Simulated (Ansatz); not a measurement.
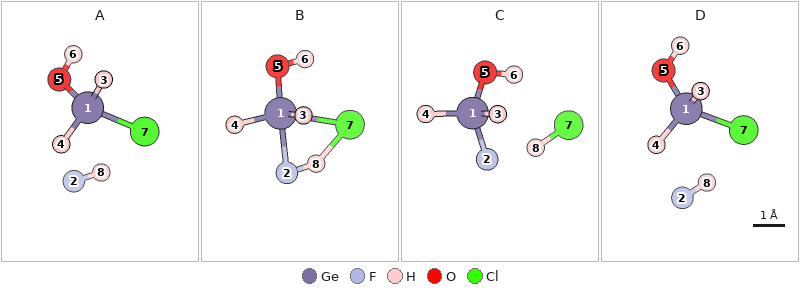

4 geometries from a converged minimum-energy path of GeH$_{4}$OClF, shuffled. The picture is a ball-and-stick view, seen at a tilt.

The calculation used RKS PBE/def2-SVP in Ansatz 0.2.0. Set-up: 7 movable images; climbing image; force threshold 0.03 eV/Å; iteration limit 60; starting path through a guess of the saddle point.

One of them is the converged climbing image. Which?

Answer. B. In order along the path, whose images run from 0 to 8: C (image 0, 0.0 kcal/mol), B (image 4, +17.5 kcal/mol), D (image 7, +4.3 kcal/mol), A (image 8, +3.6 kcal/mol). Breaking: Cl7–H8 (1.32 → 1.69 at the top → 2.17 Å), Ge1–F2 (1.80 → 2.11 at the top → 3.14 Å). Forming: F2–H8 (1.77 → 1.06 at the top → 0.95 Å), Ge1–Cl7 (3.61 → 2.59 at the top → 2.22 Å).

Cost: 4.7 min on 2 threads of Arm Neoverse V2 (shared host), peak memory 0.15 GiB.
